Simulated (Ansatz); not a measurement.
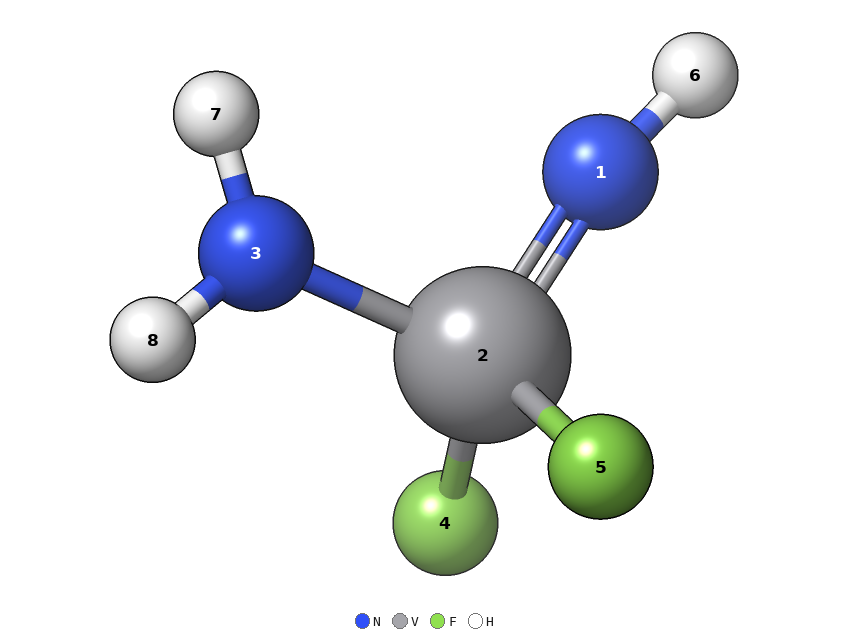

Charge 0, singlet. Computed geometry: PBE0-D4/def2-TZVP optimisation. No frequency run is at hand to confirm it as a minimum.

**Describe the coordination of atom 2.**

V2 has 4 neighbours (N1 at 1.60, N3 at 1.80, F4 at 1.74, F5 at 1.74 Å); the arrangement is tetrahedral.

**How are the neighbours of atom 3 arranged?**

N3 has 3 neighbours (V2 at 1.80, H7 at 1.01, H8 at 1.01 Å); the arrangement is trigonal planar.
